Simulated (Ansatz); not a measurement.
# Debugging a many-body input for RuIBr (1T monolayer (Janus))

Aim: the G0W0 gap of RuIBr (1T monolayer (Janus)). The first input has a fault.

Method: G0W0 on PBE, plane waves, PAW, in Ansatz 0.2.0.

## (1) Set-up

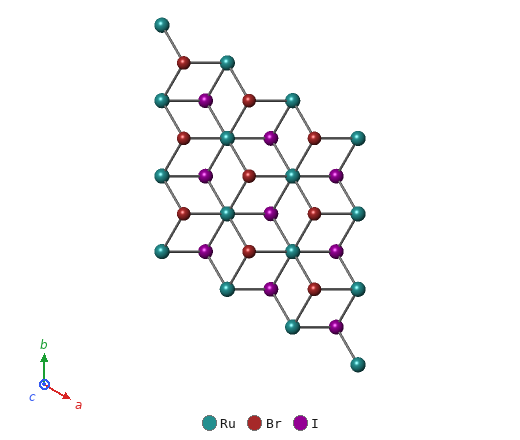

The starting structure, seen from above (ruthenium teal, bromine red, iodine purple). 3×3×1 cells are drawn. Some periodic images of atoms are drawn too.

The cell holds 3 atoms: 1 Ru, 1 Br and 1 I. Cell: a = 3.905 Å, b = 3.905 Å, c = 28.700 Å, α = 90.0°, β = 90.0°, γ = 120.0°. Vacuum lies along c.

The structure was relaxed with PBE. The runs that relaxed it are not among those shown. Spin-orbit coupling is left out unless a step names it. The default PAW set here is soft_2. Its files were made with PBE. The Coulomb interaction is cut off across the vacuum.

## (2) First try

input.yaml reads:

```yaml
crystal:
  lattice:
    - [3.9048318682, 0.0, 0.0]
    - [-1.9524159341, 3.3816835953, 0.0]
    - [0.0, 0.0, 28.7]
  atoms:
    - { symbol: Ru, position: [0.0, 0.0, 0.4991747344] }
    - { symbol: Br, position: [0.3333333333, 0.6666666667, 0.547480583] }
    - { symbol: I, position: [0.6666666667, 0.3333333333, 0.452519417] }
  periodic: [true, true, false]
kpoints:
  mp_grid: { grid: [3, 3, 1] }
hamiltonian:
  xc: pbe
scf:
  occupations: { method: fixed }
gw:
  n_empty_bands: 4
  ecut_chi: 60
  qp_bands: [v1, c9]
  qp_kpoints: band_edges
  screening: { model: contour_deformation }
```

Started as:

```bash
ansatz run input.yaml --threads 8 --pin off --max-ram 13824MiB --backend cpu --events-out ev --progress --plain --runs-dir out
```

Numbers of over 12 decimals in the logs are rounded to 6 here.

The program printed:

```text
Error: invalid value for `gw.qp_bands`: [v1, c9] must end among the 24 bands that are solved (gw.n_empty_bands), of which c4 is the highest
```

Wall time 0.06 s (8 threads of Arm Neoverse V1, shared host); peak memory 0.097 GiB.

**What went wrong?**

The input was rejected at the start.

The program's message: “Error: invalid value for `gw.qp_bands`: [v1, c9] must end among the 24 bands that are solved (gw.n_empty_bands), of which c4 is the highest”

The fault: window above the summed bands. Levels can be corrected only among the bands that are solved.

## (3) A better input

Now the one-shot GW correction: screening in the RPA, then the self-energy of the levels asked for.

Edit input.yaml of step 2 so:

```diff
@@ -17,5 +17,5 @@
 gw:
-  n_empty_bands: 4
-  ecut_chi: 60
-  qp_bands: [v1, c9]
+  n_empty_bands: 234
+  ecut_chi: 42.0
+  qp_bands: [v2, c2]
   qp_kpoints: band_edges
```

The program printed:

```text
[...]
Crystal: 3 atoms, lattice volume = 378.981 Å³
Basis set: ecut = 420 eV, 7487 PW (Γ)
Bands: 24, of which v1, the nominal top of the filled ones, is band 20 counted from 1 (19 counted from 0)
Symmetry: 6 space group operations
[...]
k-points: 3 of 9 (time reversal used)
[...]
SCF iter   1: F=—  HF=-16174.870884 eV  |F-HF|=—  |Δ(HF+E_count)|=         —  Δρ=1.98e-3  dr2=8.55e-3  ethr=1.77e-3  ⟨swp⟩=7.7  Hψ=443  notcnv=0  defer=6
[...]
SCF iter   8: F=-16174.871839 eV  HF=-16174.871839 eV  |F-HF|=2.12e-8  |Δ(HF+E_count)|=   1.35e-6  Δρ=3.32e-6  dr2=5.03e-8  ethr=2.50e-10  ⟨swp⟩=17.7  Hψ=407  notcnv=0
SCF 1 converged in 8 iterations: F = -16174.871839 eV  dr2 = 5.03e-8
[...]
NSCF: frozen V_eff on 3 k-points
G₀W₀ screening: q 1/3
[... further progress lines ...]
[...]
SCF converged after 8 iterations
Free energy (F): -16174.871839 eV
[...]
0    19     -5.8018   -25.5568     3.9284   -21.8258  0.6081    -5.6089    -5.6044  root
     0    20     -4.9163   -24.8920     3.7508   -21.2565  0.6597    -4.8018    -4.8009  root
     0    21     -2.6193   -16.8756    -3.6420   -21.5159  0.6688    -1.4783    -1.6210  root ?
     0    22     -2.6193   -16.8756    -3.6420   -21.5159  0.6688    -1.4783    -1.6210  root ?
     1    19     -5.1129   -26.7123     4.1788   -22.7064  0.6492    -4.9420    -4.9400  root
     1    20     -4.8418   -26.5885     4.0381   -22.7200  0.6593    -4.6739    -4.6722  root
     1    21     -3.3438   -16.2762    -3.8103   -21.1415  0.6874    -2.1656    -2.2889  root ?
     1    22     -2.9216   -16.4459    -3.9779   -21.4715  0.6742    -1.7328    -1.8741  root ?
     2    19     -4.9411   -26.3712     3.9355   -22.5971  0.6593    -4.7813    -4.7797  root
     2    20     -4.8989   -26.4497     4.1222   -22.4699  0.6600    -4.7578    -4.7565  root
     2    21     -3.4753   -16.1624    -3.8301   -21.0574  0.6873    -2.2902    -2.4104  root ?
     2    22     -3.1635   -16.3463    -4.3357   -21.7707  0.6772    -1.9232    -2.0748  root ?
[key lines of the parts left out:]
Fermi energy:    -4.841818 eV
```

It took 15 s on 8 threads; peak memory 1.8 GiB.

The column dr2 measures how far the density is from self-consistency, as an energy; F and HF (Harris–Foulkes) agree once it is small.

This step gave:

```
bands summed                                 : 254
plane waves in the screening matrix          : 223
q-points in the mesh                         : 9
G0W0 gap on the mesh                         : 2.262 eV
k of the valence top                         : 0, 0.3333, 0
k of the conduction bottom                   : 0.3333, 0.3333, 0
starting gap on the mesh                     : 1.367 eV
Z at the valence top                         : 0.6593
Z at the conduction bottom                   : 0.6873
least direct G0W0 gap on the computed points : 2.346 eV
```

The gap on the mesh goes from 1.37 eV to 2.26 eV, a correction of +0.90 eV. The program marks an edge row as in doubt. Between the two edge states, bare exchange in place of the xc potential would open the gap by 8.76 eV, and correlation takes back 7.87 eV.

## (4) Results

```yaml
first_try: refused after 0.06 s
better_run: G0W0 gap on the mesh 2.26 eV (3×3×1 mesh, 234 empty bands, screening to 42 eV)
```

What this shows: The second run differs in: empty bands, screening cutoff (eV) and levels asked. Bands and cutoff are finite, so the gap is not at the basis limit. The miss can reach some tenths of an eV and take either sign; the mesh is an error of its own. Mesh or cutoff lie under what a gap needs, so these runs test behaviour and cost; their gaps are not to be quoted. The mesh in the plane is coarse for a sheet; gap and any exciton binding can still move on denser ones. The runs have no spin polarisation. For a closed low-spin shell that is the natural state; where a d or f shell is open it is a constraint, and the gap is then not the crystal's own. With d states at the gap, one-shot GW leans hard on its start. The many-body steps are scalar-relativistic: spin-orbit coupling is not in them. The program marks a band-edge row as in doubt, so the gap is less sure than its digits.

[Paths, hosts, dates, memory and timing lines, banners, echoed tables and standing remarks are left out of the program output.]

[Logs are printed without paths, hosts, clocks, repeated set-up lines and the standing remarks that a program may print on its own settings, such as how far it seeks lower states.]

[Runs of the session that timed out or met a known fault of the program may be left out.]

[Cells called generated may have been cut or substituted from an entry of the Crystallography Open Database or the Materials Project.]

[Hosts, paths, dates, database ids (printed as entryN), source tags and the programs' standing remarks are cut or masked in the printed files.]
